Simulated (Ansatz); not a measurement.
**CrH4: the relaxed shape and its frontier levels**

What does CrH4 look like as a triplet, and where do its frontier electrons sit?

Method: UKS PBE0-D4/def2-TZVP; program: Ansatz 0.2.0, Gaussian basis.

Levels to be run: relaxation at PBE-D4/def2-TZVP; a single point at PBE0-D4/def2-TZVP.

1 further run of the same task is left out (it didn't finish).

## 1. The system as given

5 atoms, charge 0, spin multiplicity 3.

Atoms are counted from 1 here; the program's logs count them from 0.

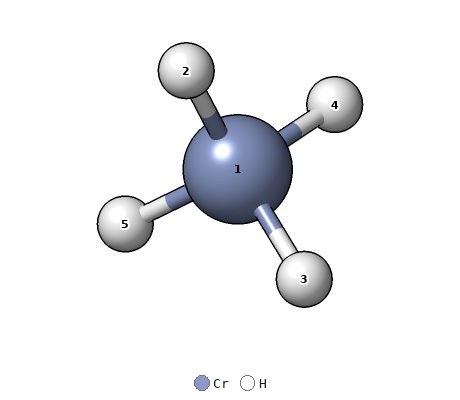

The starting geometry (chromium light blue, hydrogen white); atoms are numbered from 1 in the order of the file.

Coordinates:

| atom | x (Å) | y (Å) | z (Å) |
| --- | --- | --- | --- |
| Cr1 | -0.0023 | 0.0019 | 0.0004 |
| H2 | 0.0097 | -0.0195 | 1.5528 |
| H3 | 1.4582 | 0.0097 | -0.5280 |
| H4 | -0.7369 | 1.2741 | -0.5002 |
| H5 | -0.7287 | -1.2663 | -0.5249 |

Formally the metal is d2. No spin-orbit coupling is included.

The start is a GFN2-xTB geometry.

## 2. Relaxation at PBE-D4/def2-TZVP

File in.yaml:

```yaml
crystal:
  periodic: [false, false, false]
  atoms:
    - {symbol: Cr, position_ang: [-0.002300, 0.001930, 0.000380]}
    - {symbol: H, position_ang: [0.009710, -0.019490, 1.552760]}
    - {symbol: H, position_ang: [1.458230, 0.009740, -0.528040]}
    - {symbol: H, position_ang: [-0.736930, 1.274070, -0.500210]}
    - {symbol: H, position_ang: [-0.728720, -1.266260, -0.524880]}
basis:
  gaussian: {orbitals: def2-TZVP}
magnetization: {spin_polarized: true, initial_magnetization: 2}
hamiltonian: {xc: pbe, dispersion: d4}
scf: {omitted_lower_state_checks: [starts]}
output: {orbitals: {seedname: orbitals}}
relax: {f_tol: 0.02, max_steps: 100}
```

On the command line:

```bash
> ansatz run in.yaml --threads 2 --pin off --events-out ev --progress --plain --max-ram 4352MiB
```

The runs that follow: Single point, PBE0-D4/def2-TZVP.

**Question.** What will the summary of the whole plan be? Wanted: point group; near neighbours of the metal; HOMO, LUMO at PBE0-D4/def2-TZVP; ⟨S²⟩; charge on the metal; dipole at PBE-D4/def2-TZVP.

As calculated:

| quantity | value |
| --- | --- |
| point group | Td |
| near neighbours of the metal | H 1.60, H 1.60, H 1.60, H 1.60 Å |
| HOMO, LUMO at PBE0-D4/def2-TZVP (over both spins) | -9.01, -2.99 eV |
| ⟨S²⟩ | 2.260 |
| charge on the metal (Mulliken, PBE-D4/def2-TZVP) | +0.30 e |
| dipole at PBE-D4/def2-TZVP | 0.00 D |

In words: The molecule keeps its bonding pattern by the stored test; the atoms moved 0.04 Å (rms). The Mulliken charge of the metal, +0.30 e, depends on the basis and isn't its oxidation state. No usable vibrations, so a minimum isn't proven. Doubts on the single point: spin contamination. Whether this spin is the lowest isn't tested here.
